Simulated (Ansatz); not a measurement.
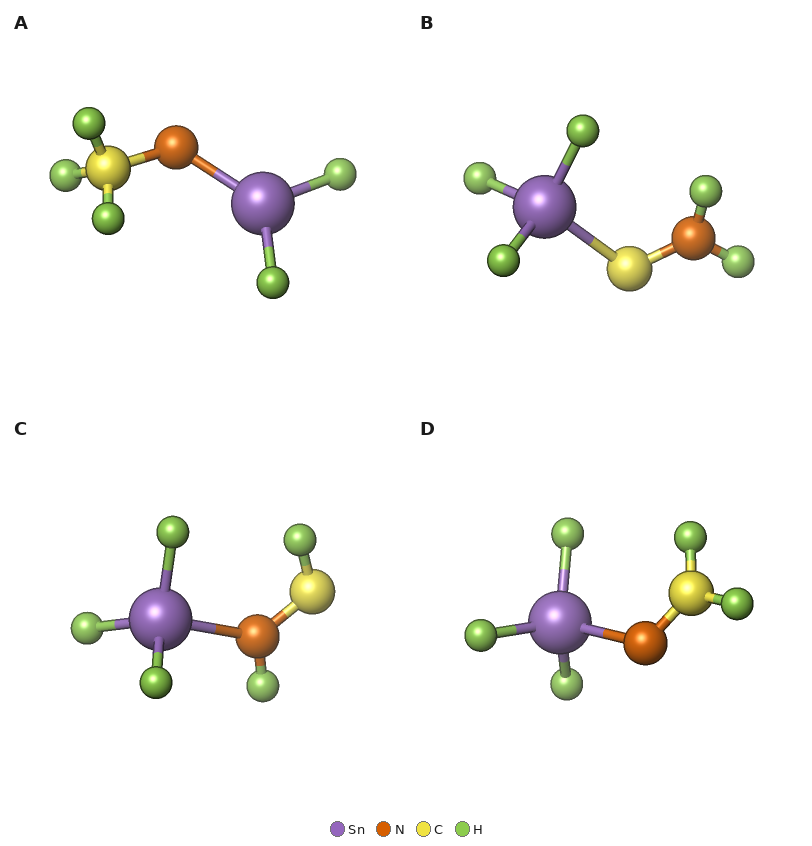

4 stationary structures of one formula. Geometries: PBE0-D4/def2-TZVP. Electronic energies: RHF-CCSD(T) (frozen core)/def2-TZVPP (Ansatz 0.2.0), without zero-point energy. No frequency run is at hand to confirm each as a minimum. Each is one conformer, not always the lowest.

> Which is lowest in energy, and by how much?

D is lowest (Cs); A lies 24.2 kcal/mol above it (Cs, a minimum), C lies 34.4 kcal/mol above it, B lies 38.3 kcal/mol above it (Cs).
